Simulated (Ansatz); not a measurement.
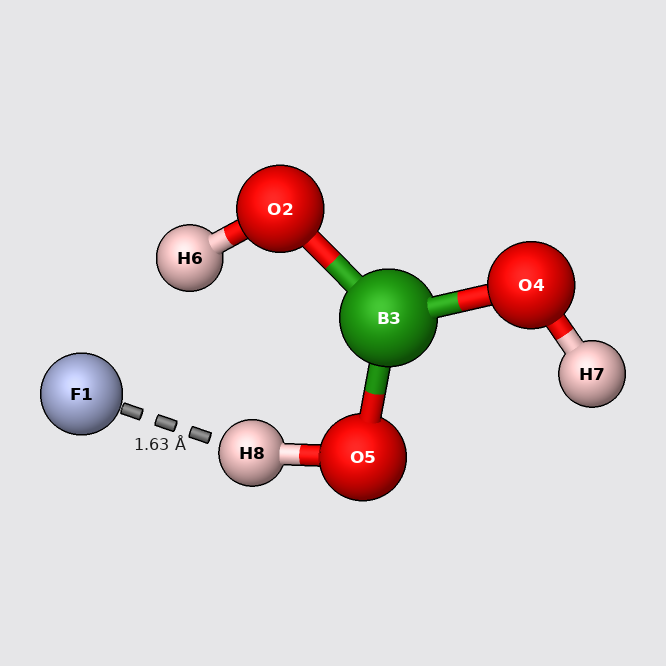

Two molecules or ions; the broken line marks their closest contact (measured against van der Waals radii). State: charge −1, singlet. Geometry: a pair of rigid molecules at a changed separation. Program: Ansatz 0.2.0.

Which two species are they?

F and BH3O3 (`OB(O)O.[F-]`).

Give the counterpoise-corrected interaction energy (kJ/mol, monomers kept as in the pair) with RHF-CCSD(T) (frozen core)/def2-TZVPPD; ωB97M-V/def2-TZVPPD.

```
                                level  interaction energy (kJ/mol)
RHF-CCSD(T) (frozen core)/def2-TZVPPD                       −237.2
                  ωB97M-V/def2-TZVPPD                       −243.3
```
